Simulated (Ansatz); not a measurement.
Method: PBE (plane waves to 420 eV, PAW; Ansatz, an electronic-structure program).

Host crystal: corundum, with a band gap (PBE, scalar-relativistic without spin-orbit coupling).

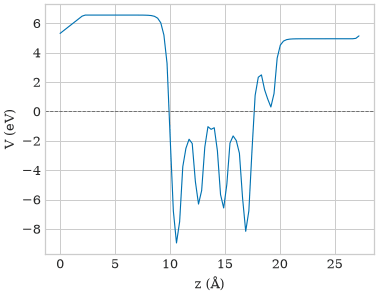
Figure: Planar average of the electrostatic potential across the slab, in eV from the highest filled level, for H2O on the 1x1 (0001) surface of corundum (cut with top plane Al), one in a 1x1 cell, started at the site 'over Al at depth 1.0 Å'

Slab: 23 atoms, 6.7 Å thick at the start under the adsorbate (thin: gaps and levels are the slab's own); k 6x6x1, smearing 0.01 eV, dipole-corrected; 9 atoms held, the rest relaxed; no symmetry held; no spin, no spin-orbit, no U, no dispersion correction. At the end it is bonded to Al. In PBE it is, or lies within 0.03 eV of, the lowest of the starts that converged.

Q: The surface cell has an area of 20.03 Å². What dipole along the normal does the step between the two vacuum levels imply?

A: the top vacuum level lies 1.61 eV below the bottom one; p = −ε₀ A ΔV (ε₀ = 0.005526 e/(V·Å)) gives 0.18 e·Å a cell.
